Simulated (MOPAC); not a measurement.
**Frequency calculation, with input and output: C4H2Cl2Si (part 2 of 2)**

The same run, continued: C4H2Cl2Si; PM6-D3, closed shell, dispersion D3 (MOPAC 23.2.5). The geometry was optimised with PM6-D3.

What the program printed, continued
```
           1   -0.0074   -0.2981    0.0004   -0.3558   -0.2912   -0.0021   -0.0021   -0.0326
           2   -0.1086   -0.0514   -0.0001    0.0465   -0.1841   -0.0009   -0.0009   -0.3031
           3    0.0028   -0.0004    0.0504    0.0023    0.0013   -0.3071   -0.3047    0.0011
           4   -0.0081   -0.2797   -0.0011   -0.2896   -0.2250    0.0008    0.0007   -0.0252
           5    0.5748    0.2480   -0.0006   -0.0806    0.0863    0.0003    0.0003    0.0932
           6    0.0001   -0.0004   -0.1536    0.0022    0.0006    0.1078    0.0964   -0.0001
           7   -0.0046   -0.1999    0.0058    0.3994    0.5059   -0.0000    0.0005    0.0529
           8   -0.0069   -0.2954    0.0024    0.5904   -0.3423    0.0000    0.0002    0.0782
           9    0.0002    0.0020    0.8294   -0.0045   -0.0025    0.0000    0.0647   -0.0006
          10   -0.1096    0.1506   -0.1066   -0.0413   -0.0085    0.0014   -0.0034   -0.0049
          11   -0.1591    0.2182   -0.1549   -0.0611    0.0061   -0.0009   -0.0049   -0.0072
          12   -0.3151    0.3516   -0.3074   -0.0858   -0.0001   -0.0000   -0.0135   -0.0092
          13   -0.1096    0.1504    0.1020   -0.0402   -0.0061   -0.0014    0.0032   -0.0047
          14   -0.1647    0.2263    0.1533   -0.0595    0.0038    0.0009    0.0048   -0.0070
          15    0.3117   -0.3480   -0.3097    0.0874   -0.0002    0.0000   -0.0136    0.0094
          16    0.5366    0.3341   -0.0009    0.0328   -0.1638   -0.0008    0.0007    0.0959
          17    0.2063   -0.1675   -0.0004   -0.2988    0.1768   -0.0003    0.0003    0.0112
          18   -0.0023   -0.0044   -0.1536    0.0003    0.0016   -0.1078    0.0964   -0.0007
          19   -0.0980    0.0629    0.0006    0.1754    0.0626    0.0021   -0.0021   -0.2692
          20   -0.0473   -0.2959    0.0002   -0.3131    0.3388    0.0009   -0.0009   -0.1430
          21    0.0038   -0.0038    0.0504   -0.0009    0.0002    0.3071   -0.3047    0.0022
          22   -0.0021   -0.0883   -0.0000   -0.1056   -0.0865    0.0044    0.0044   -0.0100
          23   -0.1454   -0.0542   -0.0001   -0.0533    0.3593    0.0018    0.0018    0.6269
          24    0.0013   -0.0002   -0.0031    0.0009   -0.0009    0.6277    0.6289   -0.0017
          25   -0.1342   -0.0175    0.0001   -0.0103   -0.3657   -0.0044    0.0044    0.5856
          26   -0.0560   -0.1022    0.0000   -0.1179   -0.0534   -0.0018    0.0018    0.2238
          27    0.0022   -0.0012   -0.0031    0.0002    0.0033   -0.6277    0.6289   -0.0047

   Root No.      17        18        19        20        21

                 4 B2      7 A1      5 B2      6 B2      8 A1

                 814.1    2137.1    2137.1    2851.0    2852.3

           1    0.2050   -0.3871   -0.4091   -0.2745   -0.2734
           2   -0.2461   -0.0001   -0.0002   -0.0001   -0.0001
           3    0.0002    0.0025    0.0023    0.0020    0.0019
           4    0.1562    0.5128    0.5434    0.0957    0.0928
           5    0.0735    0.0005    0.0010   -0.0003    0.0005
           6   -0.0008   -0.0037   -0.0041   -0.0006   -0.0006
           7   -0.3695   -0.0218   -0.0514   -0.0077   -0.0034
           8    0.2500   -0.0355    0.0333    0.0052   -0.0050
           9    0.0018    0.0002    0.0003    0.0000    0.0000
          10    0.0077   -0.0005   -0.0011    0.0003    0.0003
          11   -0.0054   -0.0011    0.0008   -0.0002    0.0004
          12    0.0001   -0.0001   -0.0000    0.0000    0.0004
          13    0.0060   -0.0002   -0.0001    0.0001    0.0002
          14   -0.0038   -0.0001   -0.0000   -0.0001    0.0003
          15    0.0001    0.0007   -0.0000    0.0000   -0.0005
          16   -0.0101   -0.2020    0.1895    0.0359   -0.0341
          17   -0.1723    0.5055   -0.4755   -0.0887    0.0863
          18   -0.0001   -0.0003    0.0004   -0.0001    0.0000
          19    0.3047    0.1527   -0.1431   -0.1020    0.1016
          20   -0.0987   -0.3814    0.3578    0.2549   -0.2538
          21   -0.0030   -0.0004    0.0006   -0.0001    0.0001
          22    0.0605   -0.2377   -0.2553    0.6445    0.6455
          23    0.5141   -0.0004    0.0004    0.0005    0.0002
          24   -0.0015    0.0016    0.0016   -0.0045   -0.0045
          25   -0.4548    0.0936   -0.0899    0.2393   -0.2399
          26   -0.2474   -0.2346    0.2232   -0.5985    0.5992
          27    0.0034   -0.0001    0.0002    0.0000   -0.0000

          DESCRIPTION OF VIBRATIONS

 VIBRATION          1    1A1         ATOM PAIR     ENERGY CONTRIBUTION    RADIAL
 FREQUENCY            79.19         C 6 -- C 7         +27.5% (249.1%)      0.0%
 TRANSITION DIPOLE   0.1553         C 1 -- C 2         +27.5% (249.1%)      0.0%
 TRAVEL (Ang.)       0.5315         Si3 -- C 6         +10.0% (150.3%)      1.4%
 REDUCED MASS        3.0145         C 2 -- Si3         +10.0% (150.3%)      1.3%
 EFFECTIVE MASS     90.6469
 FORCE CONSTANT      0.0111

 VIBRATION          2    1A2         ATOM PAIR     ENERGY CONTRIBUTION    RADIAL
 FREQUENCY            88.50         C 1 -- C 2         +39.0% (167.9%)      0.0%
 TRANSITION DIPOLE   0.0009         C 6 -- C 7         +39.0% (167.9%)      0.0%
 TRAVEL (Ang.)       0.3704         C 1 -- H 8          +6.0% ( 65.8%)      0.0%
 REDUCED MASS        5.5531         C 7 -- H 9          +6.0% ( 65.7%)      0.0%
 EFFECTIVE MASS     57.1061
 FORCE CONSTANT      0.0256

 VIBRATION          3    1B1         ATOM PAIR     ENERGY CONTRIBUTION    RADIAL
 FREQUENCY           100.89         C 6 -- C 7         +19.4% (179.2%)      0.0%
 TRANSITION DIPOLE   0.1200         C 1 -- C 2         +19.4% (179.1%)      0.0%
 TRAVEL (Ang.)       0.4449         Si3 -- C 6         +15.9% (162.3%)      0.0%
 REDUCED MASS        3.3764         C 2 -- Si3         +15.9% (162.3%)      0.0%
 EFFECTIVE MASS     65.7152         Si3 -- Cl5         +12.2% (142.4%)      0.8%
 FORCE CONSTANT      0.0203         Si3 -- Cl4         +12.2% (142.4%)      0.3%

 VIBRATION          4    1B2         ATOM PAIR     ENERGY CONTRIBUTION    RADIAL
 FREQUENCY           141.95         C 2 -- Si3         +18.0% (290.6%)     87.3%
 TRANSITION DIPOLE   0.3311         Si3 -- C 6         +18.0% (290.5%)     87.2%
 TRAVEL (Ang.)       0.3960         C 1 -- H 8         +14.2% (258.2%)     72.0%
 REDUCED MASS        3.0286         C 7 -- H 9         +14.2% (258.1%)     72.1%
 EFFECTIVE MASS     65.8388
 FORCE CONSTANT      0.0360

 VIBRATION          5    2A1         ATOM PAIR     ENERGY CONTRIBUTION    RADIAL
 FREQUENCY           144.07         Si3 -- C 6         +19.2% (195.9%)     15.2%
 TRANSITION DIPOLE   0.4205         C 2 -- Si3         +19.1% (195.7%)     15.1%
 TRAVEL (Ang.)       0.2301         C 7 -- H 9         +12.2% (156.0%)     93.6%
 REDUCED MASS        8.8418         C 1 -- H 8         +12.1% (155.8%)     93.6%
 EFFECTIVE MASS     46.7569         Si3 -- Cl4         +10.9% (147.8%)      0.8%
 FORCE CONSTANT      0.1081         Si3 -- Cl5         +10.9% (147.7%)      0.3%

 VIBRATION          6    2B2         ATOM PAIR     ENERGY CONTRIBUTION    RADIAL
 FREQUENCY           298.14         Si3 -- C 6         +19.6% (114.1%)      0.2%
 TRANSITION DIPOLE   1.1936         C 2 -- Si3         +19.6% (114.1%)      0.2%
 TRAVEL (Ang.)       0.2624         C 6 -- C 7         +14.2% ( 97.3%)      0.0%
 REDUCED MASS        3.2847         C 1 -- C 2         +14.2% ( 97.3%)      0.0%
 EFFECTIVE MASS     18.0218         C 7 -- H 9         +12.2% ( 90.0%)     98.9%
 FORCE CONSTANT      0.1720         C 1 -- H 8         +12.2% ( 90.0%)     98.8%

 VIBRATION          7    2A2         ATOM PAIR     ENERGY CONTRIBUTION    RADIAL
 FREQUENCY           303.64         C 6 -- C 7         +27.1% ( 81.5%)      0.0%
 TRANSITION DIPOLE   0.0004         C 1 -- C 2         +27.1% ( 81.5%)      0.0%
 TRAVEL (Ang.)       0.2274         C 2 -- Si3         +19.6% ( 69.2%)      0.0%
 REDUCED MASS        4.2943         Si3 -- C 6         +19.6% ( 69.2%)      0.0%
 EFFECTIVE MASS     13.7765
 FORCE CONSTANT      0.2333

 VIBRATION          8    2B1         ATOM PAIR     ENERGY CONTRIBUTION    RADIAL
 FREQUENCY           356.33         C 1 -- C 2         +22.8% ( 60.6%)      0.0%
 TRANSITION DIPOLE   0.8158         C 6 -- C 7         +22.8% ( 60.6%)      0.0%
 TRAVEL (Ang.)       0.2220         Si3 -- C 6         +19.4% ( 55.9%)      0.0%
 REDUCED MASS        3.8394         C 2 -- Si3         +19.4% ( 55.9%)      0.0%
 EFFECTIVE MASS     17.4348
 FORCE CONSTANT      0.2872

 VIBRATION          9    3A1         ATOM PAIR     ENERGY CONTRIBUTION    RADIAL
 FREQUENCY           364.24         C 1 -- C 2         +21.9% ( 57.4%)      0.0%
 TRANSITION DIPOLE   0.5826         C 6 -- C 7         +21.9% ( 57.4%)      0.0%
 TRAVEL (Ang.)       0.2165         Si3 -- C 6         +17.4% ( 51.1%)      0.0%
 REDUCED MASS        3.9487         C 2 -- Si3         +17.4% ( 51.1%)      0.0%
 EFFECTIVE MASS     18.5669
 FORCE CONSTANT      0.3087

 VIBRATION         10    4A1         ATOM PAIR     ENERGY CONTRIBUTION    RADIAL
 FREQUENCY           429.69         C 2 -- Si3         +18.2% (112.3%)      2.1%
 TRANSITION DIPOLE   2.5315         Si3 -- C 6         +18.2% (112.3%)      2.0%
 TRAVEL (Ang.)       0.2031         C 1 -- H 8         +16.3% (106.3%)    100.0%
 REDUCED MASS        3.8049         C 7 -- H 9         +16.3% (106.3%)    100.0%
 EFFECTIVE MASS     27.2994
 FORCE CONSTANT      0.4139

 VIBRATION         11    3B1         ATOM PAIR     ENERGY CONTRIBUTION    RADIAL
 FREQUENCY           590.79         Si3 -- Cl4         +28.4% ( 83.8%)     83.4%
 TRANSITION DIPOLE   8.4065         Si3 -- Cl5         +28.4% ( 83.8%)     80.9%
 TRAVEL (Ang.)       0.0887         C 2 -- Si3         +21.1% ( 72.2%)      0.0%
 REDUCED MASS       14.5042         Si3 -- C 6         +21.1% ( 72.2%)      0.0%
 EFFECTIVE MASS     29.0022
 FORCE CONSTANT      2.9827

 VIBRATION         12    5A1         ATOM PAIR     ENERGY CONTRIBUTION    RADIAL
 FREQUENCY           727.33         Si3 -- C 6         +22.0% ( 95.2%)     51.6%
 TRANSITION DIPOLE   4.3482         C 2 -- Si3         +22.0% ( 95.2%)     51.5%
 TRAVEL (Ang.)       0.1086         C 7 -- H 9         +13.7% ( 75.3%)     86.2%
 REDUCED MASS        7.8566         C 1 -- H 8         +13.7% ( 75.3%)     86.2%
 EFFECTIVE MASS     21.5521
 FORCE CONSTANT      2.4487

 VIBRATION         13    3B2         ATOM PAIR     ENERGY CONTRIBUTION    RADIAL
 FREQUENCY           802.89         C 2 -- Si3         +20.1% ( 76.0%)     74.2%
 TRANSITION DIPOLE   1.8023         Si3 -- C 6         +20.1% ( 76.0%)     74.2%
 TRAVEL (Ang.)       0.1387         C 1 -- H 8         +16.4% ( 68.7%)     12.5%
 REDUCED MASS        4.3662         C 7 -- H 9         +16.4% ( 68.7%)     12.5%
 EFFECTIVE MASS     15.2064
 FORCE CONSTANT      1.6583

 VIBRATION         14    3A2         ATOM PAIR     ENERGY CONTRIBUTION    RADIAL
 FREQUENCY           809.21         C 7 -- H 9         +47.2% ( 69.3%)      0.0%
 TRANSITION DIPOLE   0.0000         C 1 -- H 8         +47.2% ( 69.3%)      0.0%
 TRAVEL (Ang.)       0.3965         C 6 -- C 7          +2.7% ( 16.5%)      0.0%
 REDUCED MASS        0.5299         C 1 -- C 2          +2.7% ( 16.5%)      0.0%
 EFFECTIVE MASS      2.3814
 FORCE CONSTANT      0.2045

 VIBRATION         15    4B1         ATOM PAIR     ENERGY CONTRIBUTION    RADIAL
 FREQUENCY           810.99         C 1 -- H 8         +47.1% ( 69.1%)      0.0%
 TRANSITION DIPOLE   0.8295         C 7 -- H 9         +47.1% ( 69.1%)      0.0%
 TRAVEL (Ang.)       0.3979         C 1 -- C 2          +2.5% ( 16.0%)      0.0%
 REDUCED MASS        0.5250         C 6 -- C 7          +2.5% ( 16.0%)      0.0%
 EFFECTIVE MASS      2.3957
 FORCE CONSTANT      0.2035

 VIBRATION         16    6A1         ATOM PAIR     ENERGY CONTRIBUTION    RADIAL
 FREQUENCY           812.72         C 1 -- H 8         +46.1% ( 69.1%)      0.1%
 TRANSITION DIPOLE   0.7744         C 7 -- H 9         +46.1% ( 69.1%)      0.1%
 TRAVEL (Ang.)       0.3982         C 1 -- C 2          +2.6% ( 16.4%)      0.0%
 REDUCED MASS        0.5233         C 6 -- C 7          +2.6% ( 16.4%)      0.0%
 EFFECTIVE MASS      2.5306
 FORCE CONSTANT      0.2037

 VIBRATION         17    4B2         ATOM PAIR     ENERGY CONTRIBUTION    RADIAL
 FREQUENCY           814.07         C 7 -- H 9         +24.4% ( 68.1%)      3.4%
 TRANSITION DIPOLE   1.5233         C 1 -- H 8         +24.4% ( 68.1%)      3.5%
 TRAVEL (Ang.)       0.2325         C 2 -- Si3         +14.8% ( 53.1%)     89.7%
 REDUCED MASS        1.5320         Si3 -- C 6         +14.8% ( 53.1%)     89.7%
 EFFECTIVE MASS      8.7271
 FORCE CONSTANT      0.5982

 VIBRATION         18    7A1         ATOM PAIR     ENERGY CONTRIBUTION    RADIAL
 FREQUENCY          2137.12         C 6 -- C 7         +33.0% ( 70.9%)    100.0%
 TRANSITION DIPOLE   2.1976         C 1 -- C 2         +29.3% ( 66.8%)    100.0%
 TRAVEL (Ang.)       0.1122         Si3 -- C 6         +12.1% ( 42.9%)     99.7%
 REDUCED MASS        2.5046         C 2 -- Si3         +10.7% ( 40.4%)     99.6%
 EFFECTIVE MASS     11.1536
 FORCE CONSTANT      6.7398

 VIBRATION         19    5B2         ATOM PAIR     ENERGY CONTRIBUTION    RADIAL
 FREQUENCY          2137.13         C 1 -- C 2         +32.8% ( 70.7%)    100.0%
 TRANSITION DIPOLE   3.5738         C 6 -- C 7         +29.1% ( 66.6%)    100.0%
 TRAVEL (Ang.)       0.1128         C 2 -- Si3         +12.2% ( 43.1%)     99.7%
 REDUCED MASS        2.4814         Si3 -- C 6         +10.8% ( 40.6%)     99.6%
 EFFECTIVE MASS     11.1586
 FORCE CONSTANT      6.6774

 VIBRATION         20    6B2         ATOM PAIR     ENERGY CONTRIBUTION    RADIAL
 FREQUENCY          2851.02         C 7 -- H 9         +45.6% ( 69.7%)    100.0%
 TRANSITION DIPOLE   1.3320         C 1 -- H 8         +45.6% ( 69.7%)    100.0%
 TRAVEL (Ang.)       0.2205         C 6 -- C 7          +4.1% ( 20.9%)    100.0%
 REDUCED MASS        0.4863         C 1 -- C 2          +4.1% ( 20.9%)    100.0%
 EFFECTIVE MASS      2.3755
 FORCE CONSTANT      2.3291

 VIBRATION         21    8A1         ATOM PAIR     ENERGY CONTRIBUTION    RADIAL
 FREQUENCY          2852.28         C 1 -- H 8         +45.7% ( 69.7%)    100.0%
 TRANSITION DIPOLE   0.8289         C 7 -- H 9         +45.7% ( 69.7%)    100.0%
 TRAVEL (Ang.)       0.2206         C 1 -- C 2          +4.0% ( 20.7%)    100.0%
 REDUCED MASS        0.4859         C 6 -- C 7          +4.0% ( 20.7%)    100.0%
 EFFECTIVE MASS      2.3513
 FORCE CONSTANT      2.3291

      SYMMETRY NUMBER FOR POINT-GROUP C2v =  2

          SYSTEM IS A GROUND STATE

          MOLECULE IS NOT LINEAR

          THERE ARE 21 GENUINE VIBRATIONS IN THIS SYSTEM
          THIS THERMODYNAMICS CALCULATION IS LIMITED TO
          MOLECULES WHICH HAVE NO INTERNAL ROTATIONS

                    CALCULATED THERMODYNAMIC PROPERTIES
                                          *
   TEMP. (K)   PARTITION FUNCTION   H.O.F.    ENTHALPY  HEAT CAPACITY ENTROPY
                                   KCAL/MOL   CAL/MOLE    CAL/K/MOL  CAL/K/MOL

 298.00  VIB.     0.3277D+03                  3787.9073    22.5566    24.2211
         ROT.     0.3215D+06                   888.2803     2.9808    28.1800
         INT.     0.1053D+09                  4676.1876    25.5374    52.4010
         TRA.     0.1759D+28                  1480.4672     4.9680    40.9055
         TOT.                        7.358    6156.6548    30.5054    93.3065

 298.00  VIB.     0.3277D+03                  3787.9073    22.5566    24.2211
         ROT.     0.3215D+06                   888.2803     2.9808    28.1800
         INT.     0.1053D+09                  4676.1876    25.5374    52.4010
         TRA.     0.1759D+28                  1480.4672     4.9680    40.9055
         TOT.                        7.358    6156.6548    30.5054    93.3065

 398.00  VIB.     0.2582D+04                  6239.4792    26.2243    31.2893
         ROT.     0.4962D+06                  1186.3609     2.9808    29.0425
         INT.     0.1281D+10                  7425.8402    29.2051    60.3318
         TRA.     0.2715D+28                  1977.2682     4.9680    42.3430
         TOT.                       10.604    9403.1084    34.1731   102.6748

   *: NOTE: HEATS OF FORMATION ARE RELATIVE TO THE
            ELEMENTS IN THEIR STANDARD STATE AT 298K
              (=  Standard Enthalpy of Formation).

            Hvib:  Zero-point energy is not included.
                   frequencies of less than zero cm-1 are not included.
            Hrot = (3/2)RT
            Htra = (3/2)RT + pV = (5/2)RT

            Heat capacity is Cp, not Cv

           FORCE CONSTANT IN CARTESIAN COORDINATES (Millidynes/A)

    ATOM   CHEMICAL       X               Y               Z
   NUMBER   SYMBOL  FORCE CONSTANT  FORCE CONSTANT  FORCE CONSTANT

      1       C       20.100076        0.936437        0.932964
      2       C       19.858641        0.731846        0.743448
      3      Si        6.135535        5.585910        4.044678
      4      Cl        0.425714        0.707372        1.768473
      5      Cl        0.408395        0.696774        1.796390
      6       C        3.358101       17.233312        0.742522
      7       C        3.580936       17.456504        0.932037
      8       H        4.356847        0.312943        0.312244
      9       H        0.871026        3.798961        0.312049

 *                    *
 * JOB ENDED NORMALLY *
 *                    *

 TOTAL JOB TIME:             0.16 SECONDS

 == MOPAC DONE ==
```

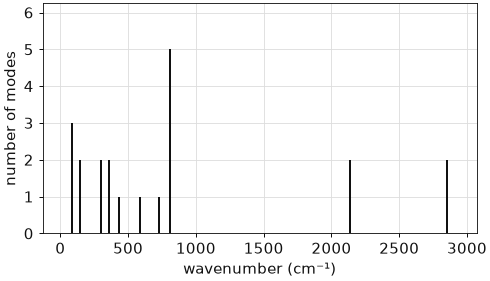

*Harmonic vibrational wavenumbers from the force constants; neighbouring modes closer than 13 cm⁻¹ are counted in one stick.*

21 modes from 79 to 2852 cm⁻¹, none imaginary.

The run was set up as follows.

The input (c4h2cl2si.mop)
```
PM6-D3 FORCE THERMO(298,398,100) AUX(PRECISION=6) T=10M THREADS=1


C      0.603221 +1    -2.573008 +1     0.425134 +1
C      0.418191 +1    -1.410681 +1    -0.106478 +1
Si     0.165143 +1     0.184834 +1    -0.839784 +1
Cl    -1.187234 +1    -0.000783 +1    -2.317678 +1
Cl     1.930625 +1     0.853075 +1    -1.535534 +1
C     -0.452618 +1     1.355182 +1     0.341847 +1
C     -0.903817 +1     2.208856 +1     1.199495 +1
H      0.750287 +1    -3.498711 +1     0.848834 +1
H     -1.263163 +1     2.888262 +1     1.883138 +1
```

Launch command:
```bash
mopac c4h2cl2si.mop
```

Summary

- outcome: converged
- heat of formation: 7.36 kcal/mol
- basis functions: 45
- zero-point energy: 0.040215 hartree
- wavenumbers, lowest and highest: 79 and 2852 cm⁻¹
- hardware: 1 thread of Intel Xeon (Granite Rapids), 192 GiB of memory available, shared host
- peak memory: 0.07 GiB

Notes

MOPAC's energies along a path are heats of formation.
